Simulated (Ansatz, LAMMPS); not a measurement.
# Liquid Mg at 2000 K (73 atoms): support functions against a reference, part 2 of 2

Aim: test how closely localised support functions follow the reference on liquid Mg at 2000 K (73 atoms), and at what cost. A setting counts as converged where the r.m.s. difference of forces stays under 1 % of the r.m.s. force.

Ansatz 0.2.0; Kohn-Sham DFT, PBE, PAW (set soft_2), plane waves.

The cell: 73 Mg. The starting topology of bonds comes from the classical model.

So far. Step 4 (Support functions low): Forces differ from the reference by 0.55 meV/Å r.m.s., 0.095 % of their size, well within a tolerance of 1 %; the energy by -0.34 meV/atom.

### Step 5. Support functions medium, spacing 0.45 Å

The grid spacing sets how fine a wave the support functions can hold.

This step: Kohn-Sham DFT, PBE, PAW (set soft_2), localised support functions (medium) (Ansatz 0.2.0).

input.yaml

```yaml
crystal:
  lattice:
    - [13.60122, 0.0, 0.0]
    - [0.0, 13.60122, 0.0]
    - [0.0, 0.0, 13.60122]
  atoms:
    [... the 73 atom lines of step 3 ...]
kpoints:
  mp_grid: { grid: [2, 2, 2] }
hamiltonian:
  xc: pbe
scf:
  occupations: { method: fermi_dirac, width: 0.1 }
  eigensolver: { kind: { support_functions: { accuracy: medium, spacing: 0.45 } } }
  max_iter: 150
output:
  forces: true
  eigenvalues: true
```

Run with:

```sh
ansatz run input.yaml --threads 4 --pin off --max-ram 8192MiB --backend cpu --events-out ev --progress --plain --runs-dir out
```

Numbers of over 12 decimals in the logs are rounded to 6 here.

The program printed:

```text
[...]
Crystal: 73 atoms, lattice volume = 2516.133 Å³
Basis set: ecut = 420 eV, 49173 PW (Γ), exchange–correlation on 192×192×192 points (8 copies of the dense FFT grid, shifted against one another)
Bands: 438, of which v1, the nominal top of the filled ones, is band 365 counted from 1 (364 counted from 0)
Symmetry: 1 space group operations
k-points: 8
[...]
SCF iter   1: F=—  HF=-140315.369039 eV  |F-HF|=—  |Δ(HF+E_count)|=         —  Δρ=1.29e-2  dr2=1.01e1  ethr=1.00e-1
[...]
SCF iter  13: F=-140397.758086 eV  HF=-140397.758086 eV  |F-HF|=2.29e-7  |Δ(HF+E_count)|=   2.14e-6  Δρ=4.35e-6  dr2=7.54e-7  ethr=6.03e-10
SCF 1 converged in 13 iterations: F = -140397.785110 eV  dr2 = 7.54e-7
[...]
SCF converged after 13 iterations
[...]
Free energy (F): -140397.785110 eV
[...]
Internal energy: -140396.377544 eV  (E = F + TS)
E sigma→0 (E₀):  -140397.081327 eV
Entropy (-TS):   -1.407566 eV (-19.282 meV/atom)
Fermi energy:    2.717144 eV
[...]
--- Forces (eV/Å), atoms counted from 1 ---
  atom   1  Mg    -0.32571509    -0.58977517     0.39727490
  atom   2  Mg     0.47686224     0.74497769    -0.36333015
  atom   3  Mg     0.61186293    -0.76261887    -0.00516461
  atom   4  Mg    -0.43055053    -0.29294829     0.76869331
  atom   5  Mg    -1.33885900    -0.13020102    -0.32631096
  atom   6  Mg     0.43607909     0.67277296    -0.00081916
  atom   7  Mg    -0.04289972     0.47118864    -1.10862480
  atom   8  Mg     0.15790135     0.08189496    -0.78633658
  atom   9  Mg     0.20431198     0.57296781     0.15163720
  atom  10  Mg    -0.62272945     1.07673766     0.45063431
  atom  11  Mg     0.05999691    -0.35185685     0.09009327
  atom  12  Mg     0.02296236     0.63643112    -1.34956025
  atom  13  Mg     0.39523672     0.47232905     0.33584179
  atom  14  Mg    -1.65570215    -0.05071969     0.58709641
[...]
atom  72  Mg     0.16798962    -0.30716970     0.36841450
  atom  73  Mg    -0.24948829     0.83338250    -1.30370123
  max |Σ_I F_I| component: 1.54e0 eV/Å
--- Band table (eV; the first three rows and the last of 8) ---
[...]
```

The job ended after 2.3 min (4 threads of Arm Neoverse V1, shared host; peak memory 2.1 GiB; 7.5 min of CPU time).

The program notes that the forces don't sum to zero within tolerance and the grid leaves an egg-box force.

Forces differ from the reference by 203 meV/Å r.m.s., 35 % of their size, far over a tolerance of 1 %; the energy by +33 meV/atom. The setting is coarser than the default on purpose.

### Step 6. Support functions medium, spacing 0.375 Å

The grid spacing sets how fine a wave the support functions can hold.

input.yaml, the sections that differ from step 5:

```yaml
scf:
  occupations: { method: fermi_dirac, width: 0.1 }
  eigensolver: { kind: { support_functions: { accuracy: medium, spacing: 0.375 } } }
  max_iter: 150
# crystal, kpoints, hamiltonian, output: as in step 5
```

The program printed:

```text
[...]
Crystal: 73 atoms, lattice volume = 2516.133 Å³
Basis set: ecut = 420 eV, 49173 PW (Γ), exchange–correlation on 192×192×192 points (8 copies of the dense FFT grid, shifted against one another)
Bands: 438, of which v1, the nominal top of the filled ones, is band 365 counted from 1 (364 counted from 0)
Symmetry: 1 space group operations
k-points: 8
[...]
SCF iter   1: F=—  HF=-140332.106626 eV  |F-HF|=—  |Δ(HF+E_count)|=         —  Δρ=9.96e-3  dr2=9.26e0  ethr=1.00e-1
[...]
SCF iter  13: F=-140400.403643 eV  HF=-140400.403643 eV  |F-HF|=3.13e-8  |Δ(HF+E_count)|=   6.99e-7  Δρ=3.13e-6  dr2=7.85e-7  ethr=4.24e-10
SCF 1 converged in 13 iterations: F = -140400.431670 eV  dr2 = 7.85e-7
[...]
SCF converged after 13 iterations
[...]
Free energy (F): -140400.431670 eV
[...]
Internal energy: -140399.024211 eV  (E = F + TS)
E sigma→0 (E₀):  -140399.727941 eV
Entropy (-TS):   -1.407459 eV (-19.280 meV/atom)
Fermi energy:    2.713522 eV
[...]
--- Forces (eV/Å), atoms counted from 1 ---
  atom   1  Mg    -0.01337930    -0.92002050     0.35150007
  atom   2  Mg     0.36608434     0.92409427    -0.02938422
  atom   3  Mg     0.63979142    -0.48969460    -0.04294458
  atom   4  Mg    -0.42048487    -0.05038809     0.69102127
  atom   5  Mg    -1.17374885    -0.24416491    -0.26947983
  atom   6  Mg     0.11956649     0.38505110    -0.10677029
  atom   7  Mg     0.11843167     0.24948118    -0.81493973
  atom   8  Mg     0.19880491     0.44229178    -0.71764350
  atom   9  Mg    -0.07158601     0.33486985     0.12544572
  atom  10  Mg    -0.53183872     1.05185834     0.41040032
  atom  11  Mg     0.14343391    -0.12824848    -0.01043815
  atom  12  Mg     0.34597187     0.47139374    -1.03654078
  atom  13  Mg     0.41192309     0.40923512     0.50700989
  atom  14  Mg    -1.72239034    -0.00315221     0.93672135
[...]
atom  72  Mg    -0.16273942    -0.22215930     0.54799458
  atom  73  Mg    -0.46823025     0.81877740    -0.99233381
  max |Σ_I F_I| component: 3.60e-2 eV/Å
--- Band table (eV; the first three rows and the last of 8) ---
[...]
```

Elapsed: 4.5 min, on 4 threads; peak memory 2.9 GiB.

Forces differ from the reference by 8.3 meV/Å r.m.s., 1.4 % of their size, over a tolerance of 1 %; the energy by -2.8 meV/atom. The setting is coarser than the default on purpose.

### Step 7. All settings compared

Differences are against the plane-wave reference (Kohn-Sham DFT, PBE, PAW (set soft_2), plane waves), whose r.m.s. force component is 0.574 eV/Å. Energies are set beside the reference only for runs with its functional, potentials and electron count. Times are for 4 threads of Arm Neoverse V1, shared host. The reference's time includes the DOS, the stress and grids, which some other runs skip.

| run | Δ force, r.m.s. (meV/Å) | share of r.m.s. force (%) | Δ energy (meV/atom) | cycles | time | host memory (GiB) |
| --- | --- | --- | --- | --- | --- | --- |
| reference | - | - | - | 7 | 7.2 min | 7.2 |
| support functions low | 0.547 | 0.0953 | -0.341 | 11 | 5.7 min | 3.8 |
| support functions medium, spacing 0.45 Å | 203 | 35.4 | 33.5 | 13 | 2.3 min | 2.1 |
| support functions medium, spacing 0.375 Å | 8.30 | 1.45 | -2.79 | 13 | 4.5 min | 2.9 |

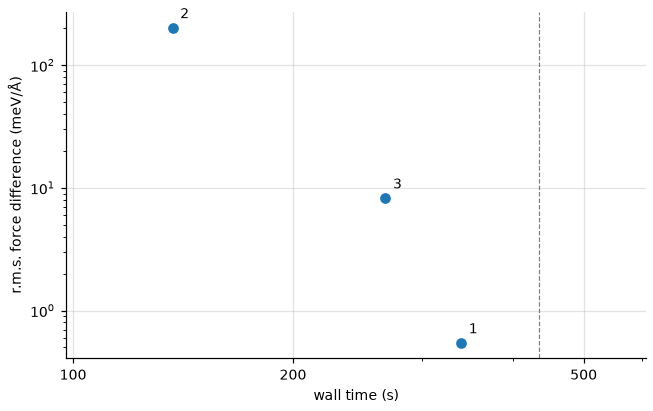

Force difference from the reference against wall time; the dashed line marks the reference's time. Points: 1 support functions low; 2 support functions medium, spacing 0.45 Å; 3 support functions medium, spacing 0.375 Å.

### Step 8. The reference in detail

With the settings judged, the reference run is read for its physics.

Length of the force by element:

| element | coordination | atoms | mean length of the force (eV/Å) | spread | least | most |
| --- | --- | --- | --- | --- | --- | --- |
| Mg | all | 73 | 0.853 | 0.511 | 0.0907 | 2.64 |

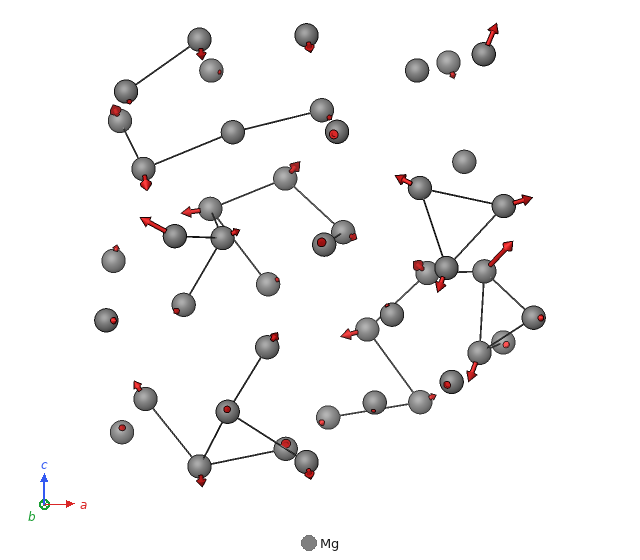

Forces as arrows; the longest in the cell is 2.64 eV/Å. Drawn is a slice 7 Å thick, seen along the normal of the ac plane. Bonds to atoms that aren't drawn are left out.

Density of states as counts of states in windows of 1 eV (from the Fermi level), total and the larger projections:

| from (eV) | to (eV) | total | Mg s |
| --- | --- | --- | --- |
| -18 | -6 | 0.0 | 0.0 |
| -6 | -5 | 6.1 | 6.0 |
| -5 | -4 | 17.1 | 16.9 |
| -4 | -3 | 23.6 | 22.8 |
| -3 | -2 | 28.3 | 25.5 |
| -2 | -1 | 32.6 | 24.6 |
| -1 | 0 | 39.2 | 17.2 |
| 0 | 1 | 42.3 | 10.2 |
| 1 | 2 | 46.7 | 6.9 |

The curve was stored every 0.10 eV, coarse against its broadening of 0.08 eV, so these counts are rough.

About 583 of the 730 electrons lie in deeper levels, below the stored range.

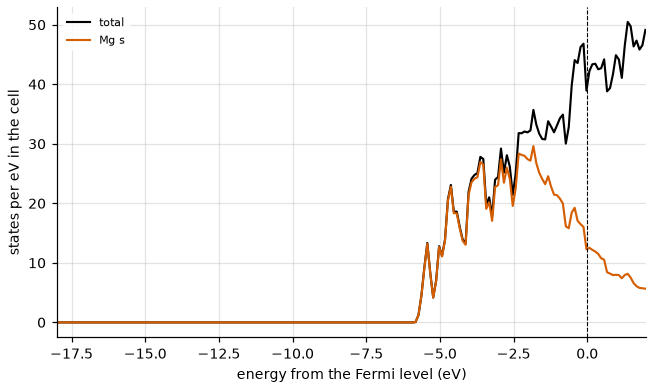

Total and projected density of states, with the broadening of the input.

The levels nearest the highest filled one (over half full), pooled over k-points and spins:

| level less the highest filled one (eV) | occupation |
| --- | --- |
| -0.0398 | 1.2 |
| -0.0395 | 1.20 |
| -0.0295 | 1.15 |
| -0.0142 | 1.07 |
| -0.0014 | 1.01 |
| 0 | 1.00 |
| 0.0092 | 0.958 |
| 0.0172 | 0.918 |
| 0.0218 | 0.896 |
| 0.0224 | 0.893 |
| 0.027 | 0.87 |
| 0.0385 | 0.814 |

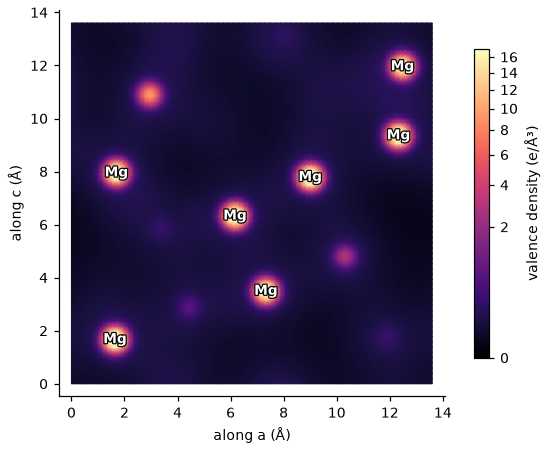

Valence density in the ac plane at fractional y = 0.203, with atoms of Mg within 0.2 Å of it. It is the smooth field of the valence electrons, not physical close to the nuclei. The map starts off the cell's origin, so that atoms lie inside it. The colour scale is stretched toward low values.

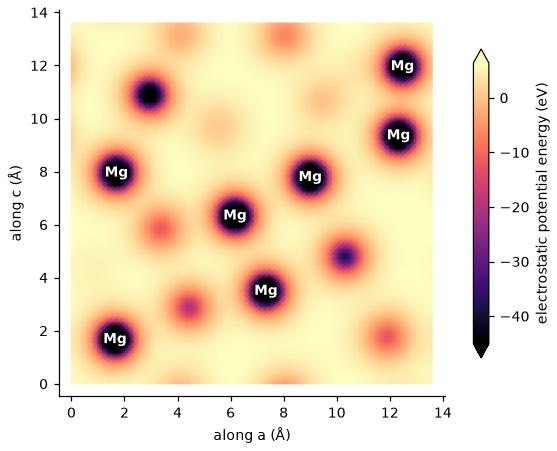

Electrostatic potential energy in the ac plane at fractional y = 0.203, with atoms of Mg within 0.2 Å of it. With pseudopotentials it is smooth inside the atoms' cores, unlike the true potential. The map starts off the cell's origin, so that atoms lie inside it.

### Step 9. Distances and neighbours

Bonds and neighbours are counted at the geometry of the runs.

Density 1.17 g/cm³, 34.47 Å³ an atom.

Pair distribution function in bins of 0.2 Å:

| r (Å) | total |
| --- | --- |
| 2.40 | 0.06 |
| 2.60 | 0.67 |
| 2.80 | 1.23 |
| 3.00 | 1.58 |
| 3.20 | 1.79 |
| 3.40 | 1.31 |
| 3.60 | 1.51 |
| 3.80 | 0.86 |
| 4.00 | 1.08 |
| 4.20 | 0.71 |
| 4.40 | 1.06 |
| 4.60 | 1.00 |
| 4.80 | 0.75 |
| 5.00 | 0.91 |
| 5.20 | 0.94 |
| 5.40 | 0.89 |
| 5.60 | 1.03 |
| 5.80 | 1.00 |
| 6.00 | 1.06 |
| 6.20 | 1.06 |
| 6.40 | 1.05 |
| 6.60 | 1.02 |

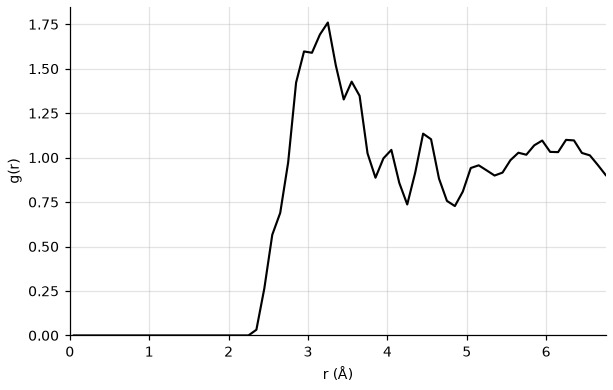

Pair distribution functions, lightly smoothed.

The first maximum of g(r) stands at about 3.2 Å.

Local excerpt of 10 atoms (numbers count through the whole input) about Mg54, picked at random; x, y, z are measured from there.

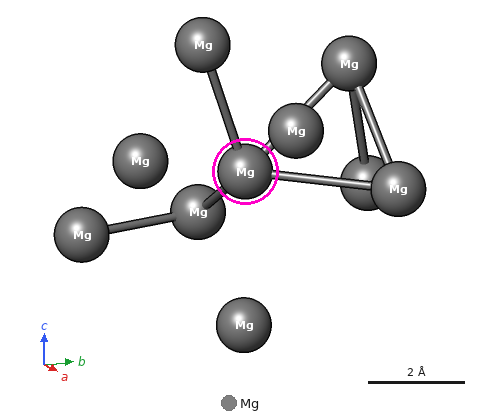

The atoms of the table, within 4.0 Å (arrows a, b, c point along x, y, z); some may hide others; the central atom is ringed.

| atom | x | y | z | distance (Å) | Fx | Fy | Fz (eV/Å) |
| --- | --- | --- | --- | --- | --- | --- | --- |
| Mg54 | 0.00 | 0.00 | 0.00 | 0.00 | -0.03 | -0.11 | -0.12 |
| Mg33 | 0.47 | -1.12 | 2.90 | 3.14 | -0.09 | 0.08 | 0.17 |
| Mg5 | -0.08 | 2.33 | 2.12 | 3.16 | -1.17 | -0.23 | -0.28 |
| Mg16 | -2.84 | -0.03 | -1.45 | 3.19 | 0.07 | 0.74 | 0.21 |
| Mg37 | 1.65 | 2.81 | -0.24 | 3.27 | 0.48 | -0.11 | 0.22 |
| Mg36 | 1.31 | -0.50 | -2.98 | 3.30 | 0.01 | -0.06 | -0.14 |
| Mg63 | -1.26 | 3.18 | -0.75 | 3.50 | -0.23 | -0.29 | -0.14 |
| Mg38 | 3.33 | -0.07 | 1.57 | 3.68 | -0.52 | -0.31 | -1.29 |
| Mg18 | 2.23 | -3.13 | 0.92 | 3.95 | -0.14 | 0.47 | -0.15 |
| Mg8 | -2.37 | -2.79 | -1.64 | 4.01 | 0.20 | 0.46 | -0.71 |

### Step 10. Summary of results

```yaml
free_energy_per_atom: -1923.2908 eV/atom
pressure: -1.328 GPa
r_m_s_force_component: 0.5741 eV/Å
wall_time_of_the_4_dft_runs: 20 min
```

Against plane waves at 420 eV, the forces differ by 0.55 meV/Å (0.095 %) with support functions low. Differences between support functions and plane waves include what basis error the plane-wave run still has.

135 levels are partly filled, by over 2 % (on the run's k-points), as in a metal.

**Limits.** The force components of 0.57 eV/Å r.m.s. hold both thermal displacement and the mismatch between the potential that made the cell and DFT. The pressure of a single frame lacks the kinetic term.

[Logs are printed without paths, hosts, clocks, repeated set-up lines and the standing remarks that a program may print on its own settings, such as how far it seeks lower states.]

[Hosts, paths, dates, database ids (printed as entryN), source tags and the programs' standing remarks are cut or masked in the printed files.]
